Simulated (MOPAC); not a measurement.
**Run report: CH₅ClOSSi, excited-state calculation (part 1 of 2)**

The run: excited-state calculation of CH₅ClOSSi. Method and program: INDO/S, RHF (MOPAC 23.2.5).

The geometry was optimised with AM1.

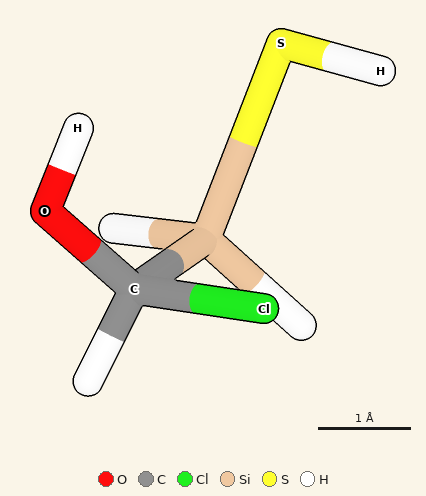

The input geometry (stick view, seen at a tilt).

### Input (job.mop)
```
INDO 1SCF CIS C.I.=8 WRTCI=12 MAXCI=100 AUX(PRECISION=9) THREADS=1


O      0.473817 +1     0.644980 +1     1.767755 +1
C      0.605456 +1    -0.396912 +1     0.850880 +1
Cl     2.062246 +1    -0.241236 +1    -0.169543 +1
Si    -0.729036 +1    -0.555486 +1    -0.395212 +1
S     -1.035984 +1     1.449164 +1    -1.472194 +1
H      0.265293 +1     1.455857 +1     1.277307 +1
H      0.768738 +1    -1.310610 +1     1.481589 +1
H     -0.427493 +1    -1.631945 +1    -1.335268 +1
H     -2.014053 +1    -0.814325 +1     0.254805 +1
H      0.031005 +1     1.400512 +1    -2.260117 +1
```

Hardware: 1 thread of Arm Neoverse N1, 54 GiB of memory available, shared host.

Launched with:
```bash
mopac job.mop
```

### The program's output
```
MOPAC v23.2.5
INDO CALCULATION RESULTS

 *  INDO       - The INDO Hamiltonian to be used
 *  MAXCI =  100 maximum CI states computed
 *  WRTCI =   12 maximum CI states printed
 *  CIS        - C.I. USES 1 ELECTRON EXCITATIONS ONLY
 *  C.I.=8     - 8 M.O.S TO BE USED IN C.I.
 *  1SCF       - DO 1 SCF AND THEN STOP
 *  THREADS=1  - MULTI-THREADING NOT USED
 *  AUX        - OUTPUT AUXILIARY INFORMATION
 *  WARNING: Specified print options may not behave as expected with INDO
INDO 1SCF CIS C.I.=8 WRTCI=12 MAXCI=100 AUX(PRECISION=9) THREADS=1

   ATOM   CHEMICAL          X               Y               Z
  NUMBER   SYMBOL      (ANGSTROMS)     (ANGSTROMS)     (ANGSTROMS)

     1       O          0.47381700  *   0.64498000  *   1.76775500  *
     2       C          0.60545600  *  -0.39691200  *   0.85088000  *
     3      Cl          2.06224600  *  -0.24123600  *  -0.16954300  *
     4      Si         -0.72903600  *  -0.55548600  *  -0.39521200  *
     5       S         -1.03598400  *   1.44916400  *  -1.47219400  *
     6       H          0.26529300  *   1.45585700  *   1.27730700  *
     7       H          0.76873800  *  -1.31061000  *   1.48158900  *
     8       H         -0.42749300  *  -1.63194500  *  -1.33526800  *
     9       H         -2.01405300  *  -0.81432500  *   0.25480500  *
    10       H          0.03100500  *   1.40051200  *  -2.26011700  *

          CARTESIAN COORDINATES

    NO.       ATOM           X           Y           Z

     1         O          0.4738      0.6450      1.7678
     2         C          0.6055     -0.3969      0.8509
     3        Cl          2.0622     -0.2412     -0.1695
     4        Si         -0.7290     -0.5555     -0.3952
     5         S         -1.0360      1.4492     -1.4722
     6         H          0.2653      1.4559      1.2773
     7         H          0.7687     -1.3106      1.4816
     8         H         -0.4275     -1.6319     -1.3353
     9         H         -2.0141     -0.8143      0.2548
    10         H          0.0310      1.4005     -2.2601

           Empirical Formula: C H5 O Cl Si S  =    10 atoms

      MOLECULAR POINT GROUP   :   C1

      RHF CALCULATION, NO. OF DOUBLY OCCUPIED LEVELS = 16

 Summary of symmetry occupancy in each shell:

 SHELL
    1   16
    v    9
 TOTAL  25

                     MOLECULAR ORBITALS

    ROOT NO.    1           2           3           4           5           6

           -43.85375   -29.29026   -25.57579   -24.01438   -21.34898   -18.17909

  S  O   1   0.75306    -0.32336    -0.00375     0.09753    -0.04072    -0.00730
 PX  O   1  -0.00945     0.04619    -0.06250     0.01182    -0.17868     0.01948
 PY  O   1  -0.04976    -0.16810     0.13725     0.39366     0.40697    -0.38614
 PZ  O   1  -0.18866    -0.01485    -0.01045     0.00439     0.00347    -0.15548

  S  C   2   0.40924     0.46532    -0.11826    -0.27942     0.00443    -0.18283
 PX  C   2  -0.02792     0.08756    -0.10063     0.18711    -0.18991    -0.12403
 PY  C   2   0.19230    -0.16543     0.03681     0.10941    -0.14287     0.39420
 PZ  C   2   0.14757    -0.15542    -0.10228    -0.23440    -0.31748     0.14115

  S Cl   3   0.09878     0.54754    -0.16289     0.67736    -0.14763     0.26798
 PX Cl   3  -0.05444    -0.16516     0.00643    -0.02696    -0.06586     0.20899
 PY Cl   3   0.01092    -0.04223     0.01714     0.02324    -0.03180     0.11932
 PZ Cl   3   0.04466     0.08452    -0.05469     0.00799    -0.05839    -0.11704

  S Si   4   0.11970     0.29607     0.32570    -0.17718     0.46561     0.29070
 PX Si   4   0.06398     0.14247    -0.05097     0.02197     0.03051    -0.25858
 PY Si   4   0.04179    -0.01737     0.14144     0.05065    -0.13302     0.00686
 PZ Si   4   0.08518     0.05491    -0.10974    -0.10590     0.10071    -0.04489

  S  S   5   0.02896     0.12404     0.75152     0.01144    -0.34332    -0.09127
 PX  S   5   0.01045     0.02977     0.12438     0.01930    -0.07380    -0.10326
 PY  S   5  -0.00946    -0.03227    -0.09340     0.00661    -0.06685    -0.13378
 PZ  S   5   0.01591     0.00243    -0.03289    -0.00283     0.12291     0.12745

  S  H   6   0.32200    -0.18594     0.09988     0.24433     0.24428    -0.18241

  S  H   7   0.13964     0.26063    -0.12111    -0.26970    -0.05024    -0.30493

  S  H   8   0.01180     0.11557     0.10895    -0.05269     0.24051     0.12210

  S  H   9   0.02681     0.06629     0.11441    -0.11590     0.23943     0.29734

  S  H  10   0.01125     0.06531     0.36189     0.01920    -0.21703    -0.15035

    ROOT NO.    7           8           9          10          11          12

           -17.70187   -16.08430   -15.21140   -14.00707   -13.07694   -12.32649

  S  O   1   0.29658     0.04427     0.09467     0.18408     0.17371     0.04322
 PX  O   1   0.08412     0.50218    -0.20457    -0.11822     0.11722     0.16698
 PY  O   1   0.04749     0.00095    -0.17708    -0.16589    -0.07791    -0.00767
 PZ  O   1   0.52194    -0.03539     0.10938     0.40559     0.42773     0.04888

  S  C   2  -0.18641    -0.00530    -0.04127    -0.00344     0.00986     0.02075
 PX  C   2   0.11800     0.36018    -0.23771    -0.05795     0.03051    -0.08848
 PY  C   2  -0.35097     0.18755     0.08347     0.01032     0.04941     0.06121
 PZ  C   2   0.24073    -0.06618    -0.04741    -0.15443    -0.25688    -0.11301

  S Cl   3   0.16786    -0.21963     0.05566    -0.02558    -0.03733     0.00666
 PX Cl   3   0.23316    -0.35009     0.00251    -0.24708    -0.28799    -0.14378
 PY Cl   3  -0.09751     0.03667     0.01562    -0.08020     0.11533     0.28247
 PZ Cl   3  -0.04451     0.26139    -0.32711    -0.21310     0.08079    -0.15887

  S Si   4   0.09005     0.10735     0.03393     0.03387     0.04970    -0.08139
 PX Si   4  -0.23472     0.02816     0.34445     0.24599    -0.15399     0.05349
 PY Si   4  -0.22641    -0.15798    -0.20818     0.23149     0.15257    -0.37250
 PZ Si   4  -0.17567    -0.35767    -0.10629    -0.13230     0.31352     0.24676

  S  S   5   0.03331    -0.09466    -0.23769     0.17029    -0.17217     0.25782
 PX  S   5  -0.05480     0.02148     0.35503    -0.29257     0.28560    -0.31707
 PY  S   5  -0.00128    -0.10054     0.04551    -0.14701    -0.05026     0.61862
 PZ  S   5  -0.07373    -0.03399    -0.30021     0.35760    -0.09703    -0.11298

  S  H   6  -0.07837    -0.05769    -0.10082    -0.16519    -0.16703    -0.04680

  S  H   7   0.26024    -0.12706    -0.13269    -0.09991    -0.16696    -0.11286

  S  H   8   0.21905     0.35126     0.29224    -0.01051    -0.35771     0.08304

  S  H   9   0.17201    -0.07784    -0.26275    -0.28732     0.31571     0.10519

  S  H  10   0.01174     0.00462     0.31098    -0.32013     0.19781    -0.11317

    ROOT NO.   13          14          15          16          17          18

           -12.15059   -11.87386   -11.18703   -10.46402    -0.06456     1.26775

  S  O   1  -0.04472     0.03797     0.04981    -0.01784     0.02241    -0.07450
 PX  O   1   0.26792    -0.49092     0.49127    -0.14375     0.01538    -0.09569
 PY  O   1   0.13131    -0.10378     0.05257    -0.04360    -0.03889     0.06989
 PZ  O   1  -0.01055     0.15922     0.12000    -0.02206    -0.07341     0.15228

  S  C   2   0.02266     0.00730     0.05957    -0.06023    -0.32769     0.48129
 PX  C   2  -0.08242     0.05347    -0.29758     0.13588     0.06987     0.37850
 PY  C   2  -0.15707     0.01938     0.01488    -0.00428    -0.03981     0.10341
 PZ  C   2   0.10557    -0.08806    -0.16661     0.10051     0.17944    -0.16591

  S Cl   3   0.01764    -0.02173     0.00189     0.00112     0.03289    -0.12958
 PX Cl   3   0.04535     0.15564     0.55648    -0.12602    -0.11227     0.36809
 PY Cl   3   0.79848     0.46314    -0.12948     0.00288    -0.00685     0.02887
 PZ Cl   3  -0.28451     0.65704     0.28468    -0.02896     0.09214    -0.28186

  S Si   4   0.03170     0.00060     0.09515    -0.01716     0.60397     0.10976
 PX Si   4   0.04411     0.04752     0.24141    -0.08670     0.04718    -0.20909
 PY Si   4   0.14467    -0.05786     0.05019    -0.04193     0.16771     0.13215
 PZ Si   4  -0.07570    -0.06168     0.11986    -0.08194    -0.05615    -0.30492

  S  S   5  -0.06062     0.02659     0.01051    -0.00361    -0.12900    -0.09558
 PX  S   5   0.09072    -0.05689     0.14174     0.51485    -0.08873    -0.06124
 PY  S   5  -0.20086     0.02253     0.12320     0.43538     0.36111     0.24232
 PZ  S   5   0.12226    -0.02456     0.21448     0.66502    -0.17231    -0.09074

  S  H   6   0.05156    -0.03242    -0.06987     0.02613    -0.00213     0.03226

  S  H   7   0.18484    -0.05517    -0.11161     0.05832     0.12707    -0.20885

  S  H   8  -0.04430     0.11386    -0.01483     0.08669    -0.35084    -0.12651

  S  H   9  -0.09616    -0.08600    -0.16728     0.05388    -0.31870    -0.05914

  S  H  10  -0.00417    -0.02385    -0.01773     0.00334     0.01959     0.03634

    ROOT NO.   19          20          21          22          23          24

             2.86166     3.57519     3.80150     4.33526     5.96182     6.34292

  S  O   1  -0.00647     0.01990     0.00586     0.06409    -0.16401    -0.30318
 PX  O   1   0.03963    -0.02617    -0.00659    -0.04769     0.04484     0.07928
 PY  O   1  -0.01343    -0.00541    -0.00066    -0.06848    -0.13201    -0.23564
 PZ  O   1   0.01086    -0.04132    -0.01141    -0.06623     0.23115     0.34822

  S  C   2  -0.04969    -0.02647     0.00447    -0.26809    -0.09172     0.04501
 PX  C   2  -0.15825    -0.00058    -0.00665     0.57580    -0.21236     0.12105
 PY  C   2  -0.03844     0.01400     0.00129     0.17025     0.50551     0.00321
 PZ  C   2   0.02022     0.00793     0.00004    -0.18836    -0.30891     0.37824

  S Cl   3   0.01991    -0.01660    -0.00019    -0.10028    -0.00163     0.00654
 PX Cl   3  -0.05054     0.05423    -0.00337     0.26489     0.00044    -0.02460
 PY Cl   3  -0.00587     0.00635    -0.00177     0.02830    -0.01943    -0.01125
 PZ Cl   3   0.06838     0.00815     0.00501    -0.16493    -0.00343     0.02094

  S Si   4  -0.17600     0.00168     0.00626     0.04464    -0.05264     0.05380
 PX Si   4   0.19913     0.50543     0.01605     0.35848    -0.19369     0.22164
 PY Si   4   0.62989    -0.29195    -0.22956     0.08452    -0.07917    -0.00053
 PZ Si   4  -0.22743    -0.45392     0.00275     0.38741    -0.16468     0.18220

  S  S   5  -0.17565     0.05615    -0.19045     0.01583    -0.01019     0.00669
 PX  S   5  -0.19687     0.05974    -0.46759    -0.02285    -0.00549    -0.00846
 PY  S   5   0.31495    -0.04259    -0.07408    -0.07103     0.02116    -0.04398
 PZ  S   5  -0.07332    -0.00273     0.41460     0.03097    -0.02216     0.00035

  S  H   6   0.01683    -0.01473    -0.00506    -0.06749     0.31813     0.63941

  S  H   7   0.07780     0.02052    -0.01795     0.27240     0.55979    -0.25393

  S  H   8   0.29339    -0.46641    -0.12505     0.14510    -0.05504     0.03610

  S  H   9   0.38137     0.45448    -0.03473     0.11597    -0.05479     0.04633

  S  H  10   0.17286    -0.11354     0.70512     0.02599    -0.00428     0.00099

    ROOT NO.   25

             9.70606

  S  O   1  -0.12884
 PX  O   1  -0.08750
 PY  O   1   0.54457
 PZ  O   1   0.23332

  S  C   2   0.14561
 PX  C   2  -0.03872
 PY  C   2   0.50113
 PZ  C   2   0.45808

  S Cl   3   0.02125
 PX Cl   3  -0.05638
 PY Cl   3  -0.01706
 PZ Cl   3   0.03633

  S Si   4   0.04852
 PX Si   4   0.12907
 PY Si   4   0.01438
 PZ Si   4   0.11227

  S  S   5   0.00579
 PX  S   5  -0.00211
 PY  S   5  -0.01033
 PZ  S   5   0.00844

  S  H   6  -0.31089

  S  H   7   0.07691

  S  H   8   0.03124

  S  H   9   0.01589

  S  H  10   0.00279

 Reference determinate nber   1 is ALPHA 1 -  16
 SINGLE excitations FROM orbs  13 to  16 INTO orbs  17 to  20

 CI excitations=   17:        = 17
 The lowest   17 spin-adapted configurations of multiplicity=  1
     sym   eV   cm**-1 -dets- dipole oscilator X FRAG ....Excitations named from first reference determinate
                       tot  #  Debye  strength

   1      0.000      0.  1  1  2.2121 0.000000 0  0 (    )->(       )
   2      5.785  46661.  1  1  7.1083 0.000595 1  1 (  16)->(  17   )
   3      7.079  57096.  1  1  7.3499 0.021300 1  1 (  15)->(  17   )
   4      7.457  60146.  1  1  0.9052 0.051982 1  1 (  15)->(  18   )
   5      7.728  62331.  1  1 12.1459 0.017120 1  1 (  16)->(  18   )
   6      7.844  63265.  1  1  9.9456 0.003795 1  1 (  14)->(  17   )
   7      8.000  64522.  1  1  3.5926 0.060837 1  1 (  14)->(  18   )
   8      8.193  66085.  1  1  9.4790 0.042078 1  1 (  13)->(  17   )
   9      8.317  67079.  1  1  3.9042 0.084091 1  1 (  13)->(  18   )
  10      8.578  69190.  1  1  7.8378 0.032964 1  1 (  16)->(  19   )
  11     10.017  80791.  1  1  9.1089 0.025671 1  1 (  16)->(  20   )
  12     10.034  80933.  1  1  8.6356 0.022375 1  1 (  15)->(  19   )
  13     10.805  87149.  1  1  9.0756 0.106275 1  1 (  15)->(  20   )
  14     11.043  89067.  1  1 11.2359 0.035634 1  1 (  14)->(  19   )
  15     11.327  91361.  1  1 10.7757 0.070423 1  1 (  13)->(  19   )
  16     11.774  94967.  1  1 11.5768 0.030117 1  1 (  14)->(  20   )
  17     11.949  96374.  1  1 11.1021 0.026963 1  1 (  13)->(  20   )

 Depression of ground-state after CI=          0. cm**-1 Energy= -3064.9607981 eV
 Dipole moment= -0.460679 -2.030047 -0.748447 tot=  2.212123 Debyes

  CI trans.  energy frequency wavelength oscillator--------- polarization---------  dipole  ------ components-----
 st.  symm.    eV      cm - 1       nm      strength       x          y         z       moment     x       y       z
```
